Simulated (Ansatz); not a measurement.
**SiC under a change: H interstitial (started 1.97 Å from the nearest host atom), symmetric start**

Take a 16-atom supercell of SiC (space group P6_3mc, No. 186; a = 3.0778 Å, c = 10.0773 Å) at its relaxed geometry as the base.

It is then changed as follows: one H atom is added in an open site, starting 1.97 Å from the nearest host atom, atoms relaxed at fixed cell.

Computed with r2SCAN/PAW in Ansatz (a first-principles code), spin-orbit coupling left out, earlier PAW set. Settings: 5×8×3 k-points, 0.01 eV Fermi–Dirac smearing.

| quantity | base | changed | shift |
|---|---|---|---|
| pressure | 0.0 GPa | 2.7 GPa | +2.7 GPa |
| final site of the added atom | – | 3 Si at 1.87–1.91 Å (trigonal pyramidal) | – |

Final structure:

```
Si8HC8
1.0
    4.61664    -2.66542     0.00000
    1.53888     2.66542     0.00000
    0.00000     0.00000    10.07734
Si C H
8 8 1
Direct
  0.99885   0.00000   0.99737
  0.50084   0.50000   0.99717
  0.99908   0.00000   0.50106
  0.50052   0.50000   0.49962
  0.16646   0.50000   0.74876
  0.66608   0.00000   0.74862
  0.83556   0.50000   0.24970
  0.33049   0.00000   0.24923
  0.99929   0.00000   0.81093
  0.49984   0.50000   0.81081
  0.99497   0.00000   0.31578
  0.50417   0.50000   0.31355
  0.16690   0.50000   0.56164
  0.66593   0.00000   0.56196
  0.83204   0.50000   0.06014
  0.33421   0.00000   0.05837
  0.17143   0.50000   0.18448
```

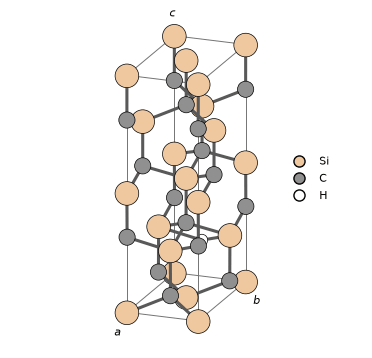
*The relaxed cell after the change*

Other magnetic orders, which the real material may have, were not ruled out. In so small a cell the defect repeats every few ångströms: this is an ordered compound, not a dilute defect. The mesh was chosen for an insulator and is coarse for the gapless case. The defect started on the symmetric site and kept its symmetry, so it may sit on a saddle. The defect cell is spin-polarised and ends with 0.8 μB, a fractional moment that hangs on the mesh and smearing.
